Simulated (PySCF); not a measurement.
CH4BNO2Si, SMILES N#C[SiH2]B(O)O, singlet at its B3LYP/def2-SVP optimised geometry (Å):

```
10

N      2.1150    -2.0862     0.0237
C      1.9685    -0.9332     0.0147
Si     1.5073     0.8859     0.0000
B     -0.5373     0.8859     0.0000
O     -1.2668    -0.2604    -0.0005
O     -1.1654     2.0862     0.0000
H      2.1316     1.4949     1.2072
H      2.1292     1.4733    -1.2194
H     -0.7502    -1.0776     0.0007
H     -2.1316     2.0000    -0.0013
```

Level of theory: B3LYP/def2-TZVP (PySCF). Cells within 0.4 Å of a nucleus heavier than hydrogen are left out (blank, or x).

Map of the Laplacian of the electron density (e/bohr⁵), clipped to [-1.50, 1.50] on the plane z = 0.0 Å:

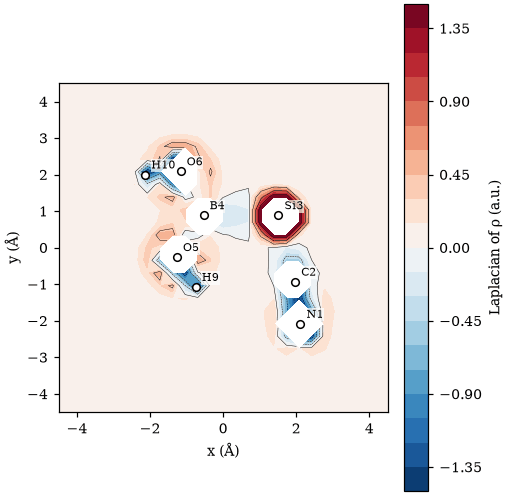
Laplacian of the electron density (e/bohr⁵), clipped to [-1.50, 1.50] on the plane z = 0.0 Å.
